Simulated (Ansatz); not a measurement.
```
CELL_PARAMETERS angstrom
3.23256 0.00000 0.00000
-1.61628 2.79948 0.00000
0.00000 0.00000 41.58497
ATOMIC_POSITIONS crystal
Mg 0.66667 0.33333 0.05294
Mg 0.33333 0.66667 0.38627
Mg 0.00000 0.00000 0.71961
Mg 0.00000 0.00000 0.28039
Mg 0.66667 0.33333 0.61373
Mg 0.33333 0.66667 0.94706
Mg 0.00000 0.00000 0.00000
Mg 0.66667 0.33333 0.33333
Mg 0.33333 0.66667 0.66667
Ge 0.66667 0.33333 0.21590
Ge 0.33333 0.66667 0.54923
Ge 0.00000 0.00000 0.88257
Ge 0.00000 0.00000 0.11743
Ge 0.66667 0.33333 0.45077
Ge 0.33333 0.66667 0.78410
Ge 0.33333 0.66667 0.16667
Ge 0.00000 0.00000 0.50000
Ge 0.66667 0.33333 0.83333
N 0.33333 0.66667 0.03253
N 0.00000 0.00000 0.36586
N 0.66667 0.33333 0.69920
N 0.33333 0.66667 0.30080
N 0.00000 0.00000 0.63414
N 0.66667 0.33333 0.96747
```

Space group R-3m; a generated structure, not necessarily the stable one.

Computed with DFT PBE, scalar-relativistic, plane waves, PAW (Ansatz).

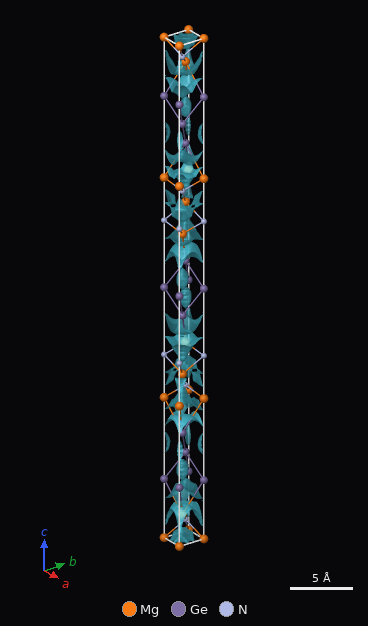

Mg₃Ge₃N₂. Isosurface of the valence charge density (pseudo) at 0.1 e/Å³ (cyan), seen slightly off an axis. Sticks mark near contacts.

In a PAW calculation such maps are meaningful between the atoms, not at the nuclei.

### Which contacts does the surface bridge?

At this value the density is joined into sheets; it holds about 95 % of the electrons treated as valence (semicore included). It bridges the sampled Mg–N (2.05 Å), Ge–Ge (2.77 Å) and Mg–N (2.31 Å) contacts, where the density stays above the isovalue. It is pinched off along the sampled Mg–Ge (3.27 Å) contacts. On the grid the lowest density along these lines, outside the cores, is 0.36 e/Å³ (Mg–N, 2.05 Å), 0.27 e/Å³ (Ge–Ge, 2.77 Å), 0.06 e/Å³ (Mg–Ge, 3.27 Å) and 0.21 e/Å³ (Mg–N, 2.31 Å).

### What Bader charges does the calculation give?

Electrons move from Mg towards N. Bader charges: Mg +1.61 to +1.68, Ge −0.24 to −0.03 and N −2.20 e.
